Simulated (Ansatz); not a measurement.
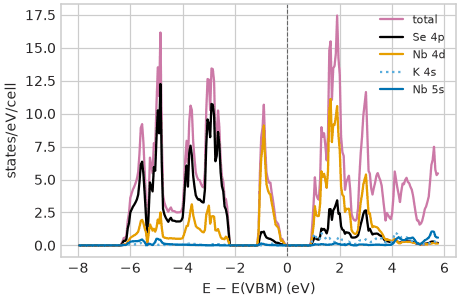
Total and projected density of states of KNbSe2 in space group P6_3/mmc (No. 194; K on 2a, Se on 4f, Nb on 2b), plane-wave PAW r²SCAN (Ansatz code)

Question: Which orbitals carry the states next to the gap?

Answer: Top 1 eV of the valence band: Nb 4d 83 %, Se 4p 11 %. Bottom 1 eV of the conduction band: Nb 4d 66 %, Se 4p 17 %, K 4s 6 %, outside the projected shells 7 %. Projections are on Löwdin-orthogonalised atomic valence shells; empty p or d shells of many metals are not among them.

Question: Where is the tallest occupied peak in this window, and what makes it?

Answer: Near -4.8 eV, about 16 states/eV per cell; the largest projected share is Se 4p.

The workflow started from an entry of the Crystallography Open Database (COD). Whether it is the stable phase at ambient conditions was not checked. The r²SCAN relaxation kept the symmetry of its start; whether a distortion lowers the energy is not shown. No spin polarisation was allowed. Scalar-relativistic: spin–orbit coupling is off unless named, which matters more the heavier the elements.

Potentials: the later of the program's two PAW sets.
